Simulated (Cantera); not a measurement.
Charge: 1 mol Si₃N₄, 0.0074 mol C, 0.25 mol N₂, equilibrated at 1.00 Torr.

Method: chemical equilibrium by Gibbs-energy minimisation in Cantera with the NASA 1993 tables (ideal gas, pure condensed phases). Candidate condensed phases: C, Si, SiC, Si₃N₄; 20 gas species. Mutual solubility and eutectic melting of coexisting phases are not modelled. The tables' values for SiN are old estimates; treat these amounts as uncertain. Equilibrium is a limit: real reactors are often held back by kinetics, nucleation or transport.

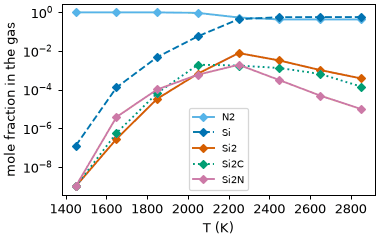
Fig. 1. Equilibrium gas composition (values under 1e-9 drawn at 1e-9)

From 1450 K to 1650 K the condensed part is SiC(s) + Si₃N₄(s). From 1850 K to 2050 K the condensed part is Si(l) + SiC(s). At 2250 K the condensed part is Si(l). From 2450 K to 2850 K nothing is condensed. The main Si-bearing gas is Si throughout.
